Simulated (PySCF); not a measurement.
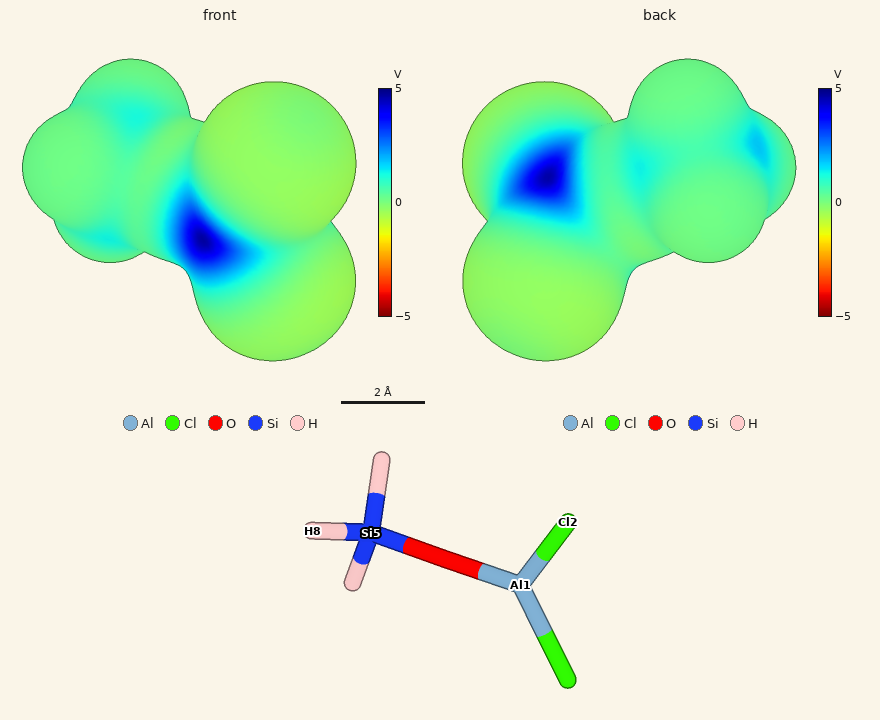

The picture shows: AlCl2H3OSi ((Cl)2Al-O-SiH3). The molecular electrostatic potential painted on the density surface at 0.002 e/bohr³, seen from the front and from behind; the colour scale runs from red (negative) to blue (positive). The bare structure is drawn below in the same view.

Geometry: PBE0-D3(BJ)/def2-SVP.

Computed with PBE0/pcSseg-1 Al:pcSseg-2, SCF density, gas phase, non-relativistic (PySCF).

Input file:

```
{"job": {"kind": "nmr", "xc": "PBE0", "basis": {"default": "pcSseg-1", "Al": "pcSseg-2"}}, "charge": 0, "multiplicity": 1}
Al     0.269130    -0.607471    -1.688981
Cl     0.887333     0.698224    -3.184745
Cl    -0.103031    -2.601553    -2.150597
O      0.070218    -0.050274    -0.123541
Si    -0.187671     0.493832     1.414967
H     -1.130803     1.650698     1.386389
H     -0.775537    -0.596213     2.248058
H      1.108592     0.927097     2.014750
```

Launched as:

```sh
OMP_NUM_THREADS=1 python probes_run.py task.json out
```

### Which sites attract a positive test charge, and which a negative one?

A positive charge is drawn to the negative regions and a negative charge to the positive ones. The most negative region (about −0.4 V) lies over Cl2 and Cl3, the most positive (about +4.3 V) over Al1.
